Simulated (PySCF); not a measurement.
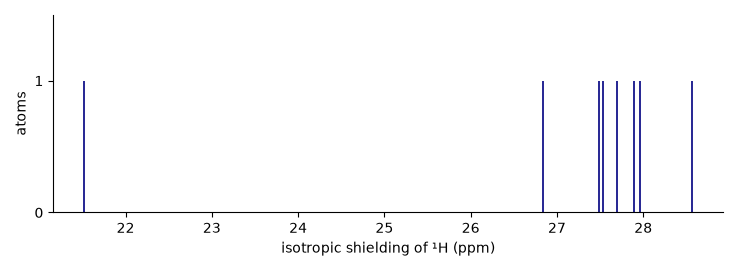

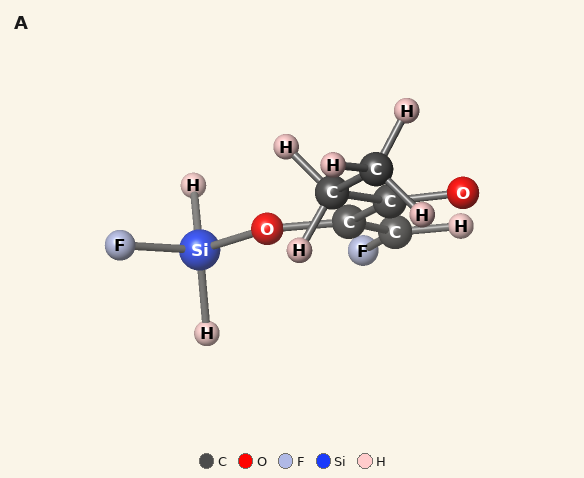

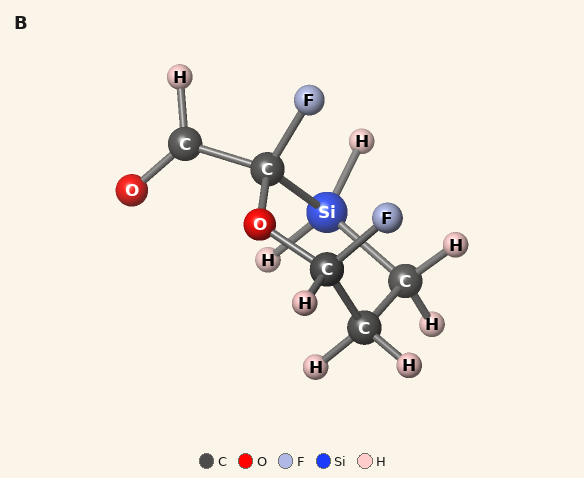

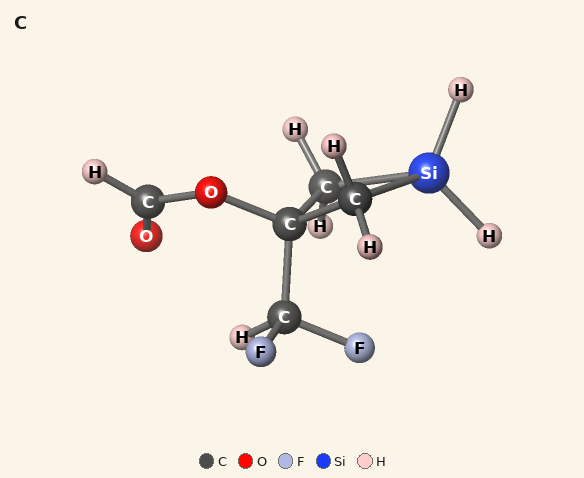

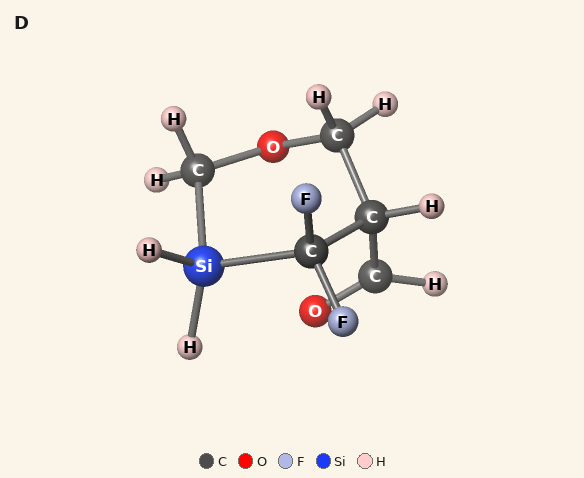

The sticks are computed shieldings of one of the molecules, for one fixed geometry (GFN2-xTB) without averaging over rotations. Low shielding means a high chemical shift. Method: GIAO PBE0/pcSseg-1 NMR shielding, non-relativistic, gas phase (PySCF 2.14.0).

### Match the spectrum to a structure.

D, `O=C[C@H]1COC[SiH2]C1(F)F`. Its 8 H atoms give lines at 21.51, 26.84, 27.49, 27.53, 27.70, 27.89, 27.96, 28.57 ppm.

The geometry is semi-empirical. Around Si such bond lengths and angles can be off by a tenth of an ångström or more and by several degrees, and values that hang on the shape move with them.
